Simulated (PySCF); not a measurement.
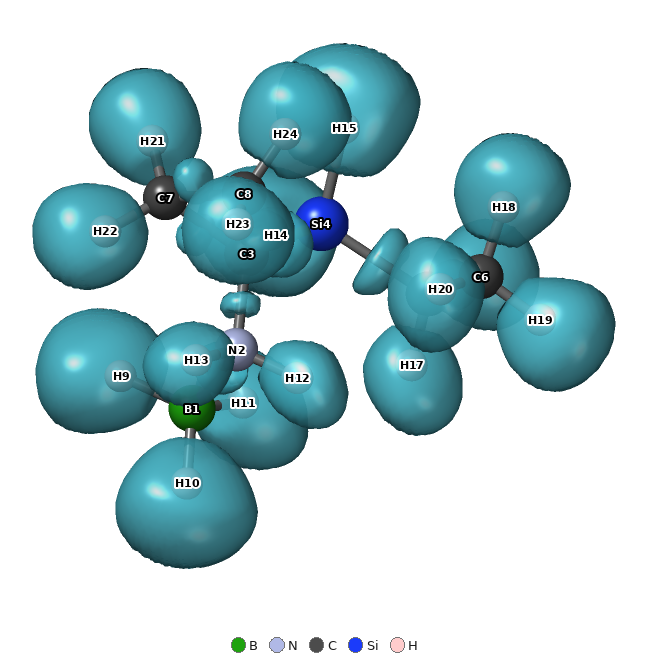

C5H16BNSi (SMILES [BH3-][NH2+]C1([SiH2]CC)CC1). Isosurface of the ELF at 0.85 (cyan), seen at a tilt. Only the valence region is drawn (cores and ρ < 0.01 e/Å³ removed).

Geometry: GFN2-xTB.

Computed with PySCF, PBE0/pcSseg-1, SCF density, gas phase, non-relativistic.

Input

```
{"job": {"kind": "nmr", "xc": "PBE0", "basis": "pcSseg-1"}, "charge": 0, "multiplicity": 1}
B     -2.080231    -0.758530    -1.098750
N     -1.235894    -0.776214     0.309091
C     -0.575915     0.468659     0.665520
Si     0.718845     1.089942    -0.581861
C      1.824136    -0.392276    -1.041057
C      2.565845    -0.997687     0.149093
C     -1.427065     1.465422     1.389858
C     -0.373232     0.712587     2.139430
H     -2.887122     0.111498    -1.001522
H     -2.572947    -1.844122    -1.178831
H     -1.282429    -0.551626    -1.965552
H     -0.551078    -1.521635     0.216866
H     -1.904519    -1.042715     1.028053
H      0.107741     1.733274    -1.737794
H      1.520432     2.084551     0.155235
H      2.556096    -0.068763    -1.781013
H      1.225817    -1.163617    -1.527952
H      3.240446    -0.266790     0.588915
H      3.155268    -1.859770    -0.159720
H      1.876286    -1.323817     0.926053
H     -1.268342     2.512797     1.188458
H     -2.462475     1.214315     1.567671
H     -0.690904    -0.049517     2.839518
H      0.509509     1.243801     2.460669
```

Launched as:

```sh
OMP_NUM_THREADS=1 python probes_run.py task.json out
```

**What do the ELF domains correspond to?**

The ELF exceeds this value in one region between bonded B–N atoms (shared pairs), four regions between bonded C–C atoms (shared pairs), one region between bonded C–N atoms (shared pairs), two regions between bonded C–Si atoms (shared pairs) and 16 regions around hydrogen nuclei. Along the contacts the grid gives the following. C–N (1.45 Å): the ELF peaks at about 0.95 between the atoms (a shared electron pair). C–C (1.50 Å): the ELF peaks at about 0.90 between the atoms (a shared electron pair).
